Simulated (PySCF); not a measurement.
# BH2Br− (SMILES [BH2-]Br) at UCAM-B3LYP/STO-3G

What is the vertical doublet–quartet gap of BH2Br− at UCAM-B3LYP/STO-3G? Input form: a Python script.

The results are computed with PySCF 2.14.0.

## (1) The system as given

BH2Br− has 4 atoms, charge -1, and is taken as a doublet. SMILES: `[BH2-]Br`. The coordinates come from a GFN2-xTB relaxation.

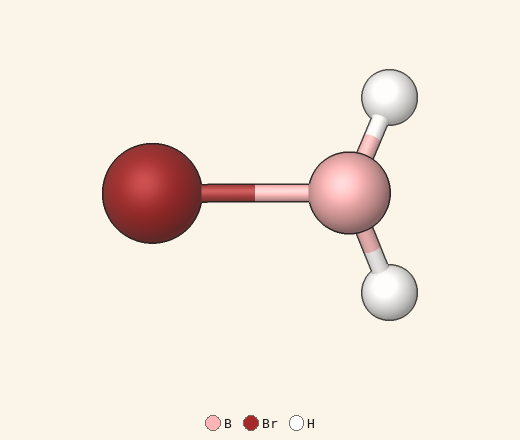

Viewed from a chosen angle; boron pink, bromine red, hydrogen white.

## (2) The energy at UCAM-B3LYP/STO-3G

The input, input.py:

```python
# [BH2-]Br
from pyscf import gto, dft

mol = gto.Mole()
mol.atom = '''
B     -0.719173     0.281267     0.003307
Br     2.910292     1.097685     1.250129
H     -1.455524    -1.628358     1.034720
H     -0.735595     0.249406    -2.288156
'''
mol.spin = 1
mol.max_memory = 1860
mol.verbose = 3
mol.unit = 'bohr'
mol.basis = 'sto-3g'
mol.charge = -1
mol.build()

mf = dft.UKS(mol)
mf.xc = 'cam-b3lyp'
mf.grids.level = 4
mf.conv_tol = 1e-10
mf.kernel()
if not mf.converged:
    mf = mf.newton().run(mf.mo_coeff, mf.mo_occ)

etot = mf.e_tot
print('E(%s) = %.9f' % ('CAM-B3LYP', etot))
```

Started as:

```bash
OMP_NUM_THREADS=1 python input.py
```

Output:

```text
WARN: HOMO -0.131280430693456 >= LUMO -0.131280430693452

converged SCF energy = -2571.658746204  <S^2> = 0.75188311  2S+1 = 2.0018822
E(CAM-B3LYP) = -2571.658746204
```

It took 5.7 s on 1 thread of Intel Xeon Platinum 8488C (Sapphire Rapids), shared host; peak memory 0.2 GiB.

## (3) The quartet, same level

The input, run.py:

```python
from pyscf import gto, dft

mol = gto.M(
    atom='''
B     -0.719173     0.281267     0.003307
Br     2.910292     1.097685     1.250129
H     -1.455524    -1.628358     1.034720
H     -0.735595     0.249406    -2.288156
''',
    unit='bohr',
    basis='sto-3g',
    verbose=3,
    spin=3,
    charge=-1,
    max_memory=1860,
)

calc0 = dft.UKS(mol)
calc0.xc = 'cam-b3lyp'
calc0.conv_tol = 1e-10
calc0.grids.level = 4
calc0.kernel()
if not calc0.converged:
    calc0 = calc0.newton().run(calc0.mo_coeff, calc0.mo_occ)

energy = calc0.e_tot
print('Final energy', energy)
```

Started as:

```bash
OMP_NUM_THREADS=1 python run.py
```

Output:

```text
WARN: HOMO 0.0346996963763151 >= LUMO -0.419075318321169

WARN: HOMO 0.479854354021143 >= LUMO 0.208552272763043

WARN: HOMO 0.458920500766953 >= LUMO 0.205924415233819

WARN: HOMO 0.445095644562806 >= LUMO 0.219999418677048

WARN: HOMO 0.448198902696216 >= LUMO 0.219144398913286

WARN: HOMO 0.448240685146713 >= LUMO 0.217585641763174

WARN: HOMO 0.448323460441753 >= LUMO 0.217996321050746

WARN: HOMO 0.448304568136527 >= LUMO 0.217921044208219

WARN: HOMO 0.448304958855284 >= LUMO 0.217919816729815

WARN: HOMO 0.448305049631621 >= LUMO 0.217919969024744

WARN: HOMO 0.448305054493171 >= LUMO 0.217919963926518

converged SCF energy = -2571.26649388113  <S^2> = 3.7502419  2S+1 = 4.000121
Final energy -2571.2664938811317
```

Wall time 5.7 s (1 thread of Intel Xeon Platinum 8488C (Sapphire Rapids), shared host); peak memory 0.2 GiB.

## (4) Outcome

Level: UCAM-B3LYP/STO-3G.

```
                                        quantity           value
                           doublet: total energy  -2571.65875 Eh
     doublet: HOMO energy (highest over α and β)         4.52 eV
      doublet: LUMO energy (lowest over α and β)        13.23 eV
                                   doublet: ⟨S²⟩           0.752
                           quartet: total energy  -2571.26649 Eh
     quartet: HOMO energy (highest over α and β)        12.20 eV
                                   quartet: ⟨S²⟩           3.750
vertical energy of the quartet above the doublet       10.674 eV
```

What this shows: At this shape the quartet lies 10.67 eV (246 kcal/mol) above the doublet. For an anion a state so high probably lies above electron detachment. In a minimal basis such a difference can be off by several eV, whatever the method. Mulliken charges (doublet) run from -0.43 on Br2 to -0.17 on H3; they depend strongly on the basis. The HOMO (doublet) lies at positive energy, 4.52 eV; only total energies tell whether the electron is bound. Mulliken charges (quartet) run from -0.49 on B1 to -0.16 on H4; they depend strongly on the basis. The HOMO (quartet) lies at positive energy, 12.20 eV; only total energies tell whether the electron is bound.
